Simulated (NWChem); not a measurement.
# HNO2 (nitrous acid): HF/3-21G

Aim: the vertical singlet–triplet gap of HNO2 (nitrous acid) at HF/3-21G, from 2 runs. 

The results are computed with NWChem 7.3.0.

5 further runs of the same task are left out: 5 set aside as unsound or not needed.

**1. The molecule**

The species is HNO2 (4 atoms), meant as a singlet with charge 0. As SMILES, `O=NO`. Geometry: relaxed at PBE0-D4/def2-TZVP.

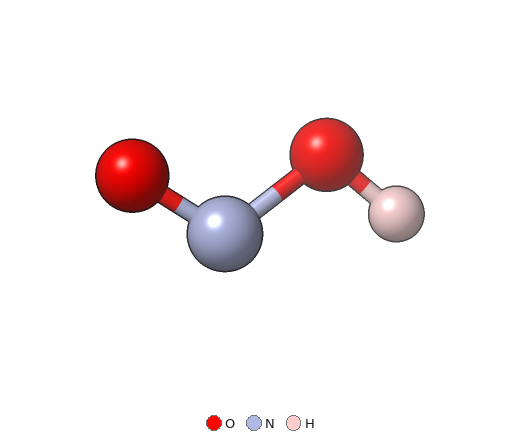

Viewed from a chosen angle; oxygen red, nitrogen light blue, hydrogen pink.

**2. Energy and gradient at HF/3-21G**

Contents of hno2.nw:

```
start hno2
title "nitrous acid"
memory stack 880 mb heap 220 mb global 1100 mb

geometry units angstrom noautosym nocenter noautoz
  O        0.413650       0.047230       1.437260
  N        0.320150      -0.419400       0.377370
  O       -0.362650       0.434660      -0.492650
  H       -0.371140      -0.062490      -1.321980
end

basis spherical bse
  * library 3-21G
end

scf
  thresh 1e-08
  maxiter 80
  noprint "final vectors analysis"
end

task scf gradient
```

Launch:

```console
$ nwchem hno2.nw > hno2.out
```

Log:

```text
[...]
  functions       =    29
[...]
  wavefunction    = RHF
[...]
         Total SCF energy =   -203.463925916301
      One-electron energy =   -418.996731485778
      Two-electron energy =    144.978933353025
 Nuclear repulsion energy =     70.553872216452
        Time for solution =      0.6s
[...]
                         RHF ENERGY GRADIENTS
    atom               coordinates                        gradient
                 x          y          z           x          y          z
   1 O       0.781685   0.089252   2.716028   -0.003770  -0.014342  -0.035525
   2 N       0.604996  -0.792551   0.713126   -0.011448   0.030323   0.011210
   3 O      -0.685309   0.821388  -0.930974    0.011939  -0.011673   0.020466
   4 H      -0.701353  -0.118089  -2.498180    0.003280  -0.004308   0.003849
[...]
```

It took 1.6 s on 1 thread of AMD EPYC 7R43 (Zen 3), shared host; peak memory 0.096 GiB.

**3. The triplet: the energy at UHF/3-21G**

Contents of run.py:

```python
from ase import Atoms
from ase.calculators.nwchem import NWChem

system = Atoms(['O', 'N', 'O', 'H'], positions=[
    [0.413650, 0.047230, 1.437260],
    [0.320150, -0.419400, 0.377370],
    [-0.362650, 0.434660, -0.492650],
    [-0.371140, -0.062490, -1.321980],
])

calc = NWChem(
    label='hno2',
    theory='scf',
    memory='2200 mb',
    basis='3-21G',
    basispar='spherical bse',
    scf={'nopen': '2', 'uhf': None, 'thresh': '1e-08', 'maxiter': '80', 'print': 'low'},
    task='energy',
)
system.calc = calc

print(f"energy = {system.get_potential_energy():.6f} eV")
```

Launch:

```console
$ export ASE_NWCHEM_COMMAND="nwchem PREFIX.nwi > PREFIX.nwo"
$ python run.py
```

Log:

```text
energy = -5535.286477 eV
```

The calculator wrote hno2.nwi:

```
title "hno2"

permanent_dir hno2

scratch_dir hno2

start hno2

geometry units angstrom nocenter noautosym noautoz
  O  4.1365000000000002e-01 4.7230000000000001e-02 1.4372600000000000e+00
  N  3.2014999999999999e-01 -4.1940000000000000e-01 3.7736999999999998e-01
  O  -3.6264999999999997e-01 4.3465999999999999e-01 -4.9264999999999998e-01
  H  -3.7114000000000003e-01 -6.2489999999999997e-02 -1.3219799999999999e+00
end

memory 2200 mb

basis spherical bse noprint
   * library 3-21G
end

scf
  nopen 2
  uhf
  thresh 1e-08
  maxiter 80
  print low
end

task scf energy
```

hno2.nwo:

```text
Northwest Computational Chemistry Package (NWChem) 7.3.0
             --------------------------------------------------------

           Job information
           ---------------

    nwchem branch   = 7.3.0
    use scalapack   = T
    input           = hno2.nwi
    prefix          = hno2.
    data base       = hno2/hno2.db
    status          = startup
    nproc           =        1

           Memory information
           ------------------

    heap     =     72089600 doubles =      550.0 Mbytes
    stack    =     72089597 doubles =      550.0 Mbytes
    global   =    144179200 doubles =     1100.0 Mbytes (distinct from heap & stack)
    total    =    288358397 doubles =     2200.0 Mbytes
    verify   = yes
    hardfail = no

           Directory information
           ---------------------

  0 permanent = hno2
  0 scratch   = hno2

                                NWChem Input Module
                                -------------------

                                       hno2
                                       ----

 Scaling coordinates for geometry "geometry" by  1.889725989
 (inverse scale =  0.529177249)

                             Geometry "geometry" -> ""
                             -------------------------

 Output coordinates in angstroms (scale by  1.889725989 to convert to a.u.)

[... 16 lines left out ...]
            Nuclear Dipole moment (a.u.)
[... 26 lines left out ...]
 ==============================================================================
                                 internuclear angles
 ------------------------------------------------------------------------------
        center 1       |       center 2       |       center 3       |  degrees
 ------------------------------------------------------------------------------
    1 O                |   2 N                |   3 O                |   111.21
    2 N                |   3 O                |   4 H                |   102.95
 ------------------------------------------------------------------------------
                            number of included internuclear angles:          2
 ==============================================================================

                                 NWChem SCF Module
                                 -----------------

                                       hno2

  ao basis        = "ao basis"
  functions       =    29
  atoms           =     4
  alpha electrons =    13
  beta  electrons =    11
  charge          =   0.00
  wavefunction    = UHF
  input vectors   = atomic
  output vectors  = hno2/hno2.movecs
  use symmetry    = F
  symmetry adapt  = F

 Forming initial guess at       0.1s

 Starting SCF solution at       0.1s

       Final UHF  results
       ------------------

         Total SCF energy =   -203.418027731835
      One electron energy =   -419.119691639889
      Two electron energy =    145.147791691602
 Nuclear repulsion energy =     70.553872216452

                       Sz =      1.0000
                 Sz(Sz+1) =      2.0000
                      S^2 =      2.0336

        Time for solution =      1.1s

 Task  times  cpu:        1.1s     wall:        1.1s
 Total times  cpu:        1.2s     wall:        1.2s
```

Run time: 2.9 s. Hardware: 1 thread of AMD EPYC 7R43 (Zen 3), shared host; peak memory 0.096 GiB.

**4. Outcome**

At HF/3-21G:

| quantity | value |
| --- | --- |
| singlet: total energy | -203.46393 Eh |
| singlet: dipole moment | 2.63 D |
| singlet: largest force on an atom | 1.980 eV/Å |
| triplet: total energy | -203.41803 Eh |
| triplet: ⟨S²⟩ | 2.034 |
| vertical energy of the triplet above the singlet | 1.249 eV |

What this shows: At this shape the triplet lies 1.25 eV (121 kJ/mol) above the singlet. The largest force (singlet) is 1.98 eV/Å: the shape isn't a stationary point for this species at this level.
